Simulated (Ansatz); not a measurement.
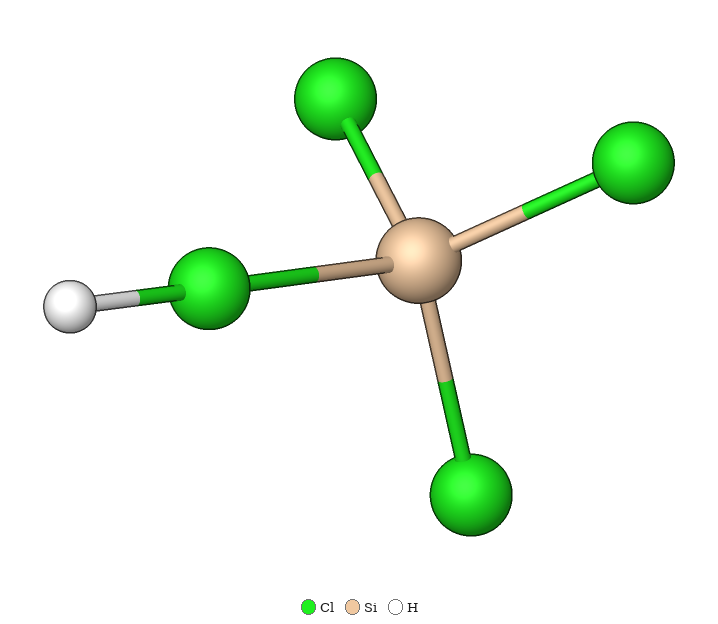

The species is neutral and a spin doublet. Sticks follow a distance rule. Harmonic vibrations computed with UKS PBE0-D4/def2-TZVP (Ansatz 0.2.0) at a stationary point of the same level.

**Is this a minimum or a saddle point?**

A first-order saddle point: one imaginary frequency, 492i cm⁻¹.

**List the wavenumbers.**

12 modes: 492i, 85, 85, 166, 166, 216, 296, 296, 469, 609, 609, 887 cm⁻¹.
